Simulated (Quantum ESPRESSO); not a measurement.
# Gap and tunnelling decay at a withheld lattice constant: NaBeBr3, cubic perovskite type

**Set-up.** Quantum ESPRESSO 7.5 (pw.x, pwcond.x with ikind = 0), PBE, GBRV ultrasoft, cubic crystals. κ is the slowest decay along [001] at mid-gap among three points across the current.

```tsv
a (Å)	gap on the mesh (eV)	κ (1/Å)
4.586	0.889	0.205
4.879	1.014	0.174
5.025	0.927	0.154
5.172	0.789	0.132
```

One more run was made and is withheld. What are gap and κ at a = 4.733 Å?

**Fit.** A line through the rows at 4.586 and 4.879 Å gives a gap of 0.889 + 0.502 × (1.014 − 0.889) = 0.95 eV and κ = 0.189 1/Å. The two-band model κ = 0.5123 √(m* E_g/4) needs m* = 0.720 at 4.586 Å; with that mass and the new gap, κ = 0.212 1/Å.

**Check.** The gap is 1.011 eV and κ = 0.194 1/Å. The line misses the gap by −0.059 eV and κ by −2.3 %; the two-band estimate misses κ by +9.3 %.

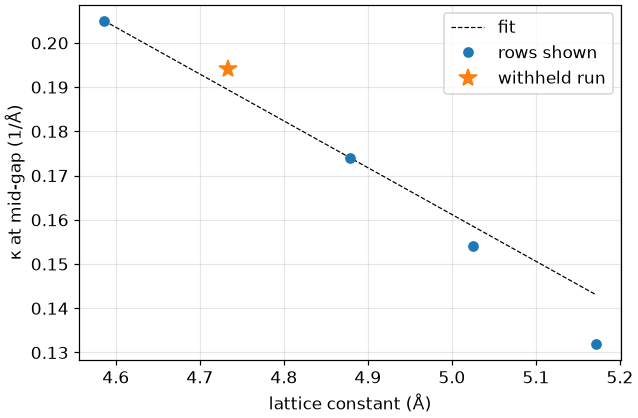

The rows shown, the fit and the withheld run.

Caveats: The structure type is imposed. Local and semilocal gaps and decay constants are too small; no spin-orbit coupling. For an indirect gap m* is a fitting number alone.

[Logs are printed without paths, hosts, clocks, repeated set-up lines and the standing remarks that a program may print on its own settings, such as how far it seeks lower states.]
